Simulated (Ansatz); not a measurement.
# PBE-QIDH/def2-SVP run of Si2H2OF2 (SMILES F[Si]1(F)O[SiH2]1)

What is the vertical ionisation energy of Si2H2OF2 at PBE-QIDH/def2-SVP? 

The calculation is run with Ansatz 0.2.0.

75 further runs of the same task are left out: 75 set aside as unsound or not needed.

### Step 1. Starting point

The species is Si2H2OF2 (7 atoms), meant as a singlet with charge 0. SMILES: `F[Si]1(F)O[SiH2]1`. Geometry: relaxed at PBE0-D4/def2-TZVP.

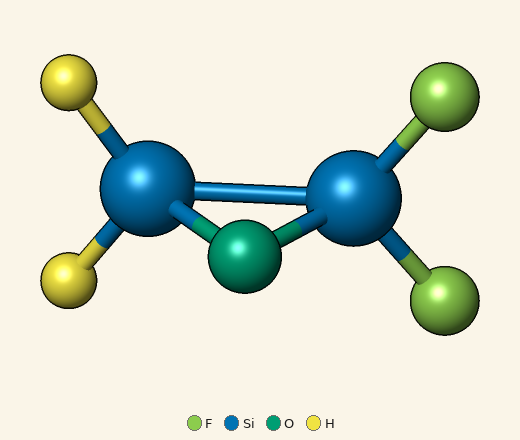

The structure, seen from a chosen angle (fluorine green, silicon blue, oxygen teal, hydrogen yellow).

### Step 2. A single-point energy at PBE-QIDH/def2-SVP

job.yaml

```yaml
crystal:
  periodic: [false, false, false]
  atoms:
    - {symbol: F, position_ang: [0.424200, -1.612100, 1.693800]}
    - {symbol: Si, position_ang: [0.037900, -1.026000, 0.280100]}
    - {symbol: F, position_ang: [-0.194200, -2.288000, -0.639100]}
    - {symbol: O, position_ang: [1.103500, 0.077900, -0.322100]}
    - {symbol: Si, position_ang: [-0.304800, 1.058600, -0.232800]}
    - {symbol: H, position_ang: [-0.202300, 2.188800, 0.720000]}
    - {symbol: H, position_ang: [-0.802800, 1.532800, -1.545500]}
basis:
  gaussian:
    orbitals: def2-SVP
hamiltonian:
  xc: {name: PBE-QIDH}
correlation:
  frozen_orbitals: {F: 1, H: 0, O: 1, Si: 5}
accuracy: high
output:
  orbitals: {seedname: orbitals}
```

Started as:

```sh
ansatz run job.yaml --threads 1 --pin off --max-ram 3480MiB --events-out events.jsonl --progress --plain --runs-dir runs
```

Standard output:

```text
Warning: RAYON_NUM_THREADS=1 ignored (pool sized by the plan → 1); use --threads N
Functional definition: PBE-QIDH
  name "PBE-QIDH"
  parameter a = 3^(-1/3)
  parameter c = 1/3
  exchange = (1 - a)*pbe_x + a*exact_x
  correlation = (1 - c)*pbe_c + c*(mp2_os + mp2_ss)
1781 factors; integrals over basis functions are off by at most 3.9e-9 eV
mean field evaluation 1: about -23227.3750 eV, gradient 4.9e1 eV
mean field evaluation 2: about -23227.4491 eV, gradient 5.0e1 eV
mean field evaluation 4: about -23231.8174 eV, gradient 4.5e0 eV
mean field evaluation 8: about -23231.8667 eV, gradient 2.3e-1 eV
mean field evaluation 16: about -23231.8669 eV, gradient 4.6e-5 eV
mean field -23231.86687049 eV, -853.7553603656 hartree, gradient 4.9e-8 eV, S^2 0.000000; 0 other end points of the search recorded, 0 dependent functions left out
13 core orbitals not correlated: weight in the atoms' cores, before any rotation towards them, 1.000 or more for the frozen orbitals, at most 0.000 for the correlated occupied ones
reference -23231.86687148 eV, -853.7553604019 hartree; 15, 15 occupied and 60, 60 virtual orbitals, 1781 factors
second order -22.56722123 eV of doubles, -0.00000000 eV of singles
Total energy: -23239.38927855 eV, -854.0318037630 hartree
```

It took 12 s on 1 thread of Arm Neoverse V2, shared host; peak memory 0.29 GiB.

### Step 3. The doublet cation

run.yaml

```yaml
crystal:
  periodic: [false, false, false]
  atoms:
    - symbol: F
      position_ang: [0.424200, -1.612100, 1.693800]
    - symbol: Si
      position_ang: [0.037900, -1.026000, 0.280100]
    - symbol: F
      position_ang: [-0.194200, -2.288000, -0.639100]
    - symbol: O
      position_ang: [1.103500, 0.077900, -0.322100]
    - symbol: Si
      position_ang: [-0.304800, 1.058600, -0.232800]
    - symbol: H
      position_ang: [-0.202300, 2.188800, 0.720000]
    - symbol: H
      position_ang: [-0.802800, 1.532800, -1.545500]
basis:
  gaussian: {orbitals: def2-SVP}
correlation: {frozen_orbitals: {F: 1, H: 0, O: 1, Si: 5}}
output: {orbitals: {seedname: orbitals}}
hamiltonian: {xc: {name: PBE-QIDH}}
total_charge: 1
accuracy: high
magnetization: {spin_polarized: true, initial_magnetization: 1}
```

Started as:

```sh
ansatz run run.yaml --threads 1 --pin off --max-ram 3480MiB --events-out events.jsonl --progress --plain --runs-dir runs
```

Standard output (excerpt; [...] marks lines left out):

```text
Warning: RAYON_NUM_THREADS=1 ignored (pool sized by the plan → 1); use --threads N
[... 2 set-up lines as earlier in the session ...]
[...]
1779 factors; integrals over basis functions are off by at most 3.9e-9 eV
[...]
mean field -23221.93709667 eV, -853.3904479084 hartree, gradient 5.9e-8 eV, S^2 0.760936; 0 other end points of the search recorded, 0 dependent functions left out
13 core orbitals not correlated: weight in the atoms' cores, before any rotation towards them, 1.000 or more for the frozen orbitals, at most 0.000 for the correlated occupied ones
reference -23221.93709765 eV, -853.3904479442 hartree; 15, 14 occupied and 60, 61 virtual orbitals, 1779 factors
second order -22.22487380 eV of doubles, -0.00000000 eV of singles
Total energy: -23229.34538892 eV, -853.6626976268 hartree
```

Run time: 22 s. Hardware: 1 thread of Arm Neoverse V2, shared host; peak memory 0.43 GiB.

### Step 4. Results

At PBE-QIDH/def2-SVP, 13 core orbitals frozen:

| quantity | value |
| --- | --- |
| singlet Si2H2OF2: total energy | -854.03180 Eh |
| singlet Si2H2OF2: HOMO energy (SCF part's orbitals) | -9.62 eV |
| singlet Si2H2OF2: LUMO energy (SCF part's orbitals) | 0.50 eV |
| singlet Si2H2OF2: HOMO–LUMO gap (SCF part's orbitals) | 10.12 eV |
| doublet cation: total energy | -853.66270 Eh |
| doublet cation: HOMO energy (SCF part's orbitals) (highest over α and β) | -18.10 eV |
| doublet cation: LUMO energy (SCF part's orbitals) (lowest over α and β) | -10.19 eV |
| doublet cation: ⟨S²⟩ | 0.761 |
| vertical ionisation energy (to the doublet cation) | 10.044 eV |

In words: The vertical ionisation energy comes to 10.04 eV (969 kJ/mol). −ε(HOMO) before ionisation, 9.62 eV, is 0.42 eV below this ionisation energy.
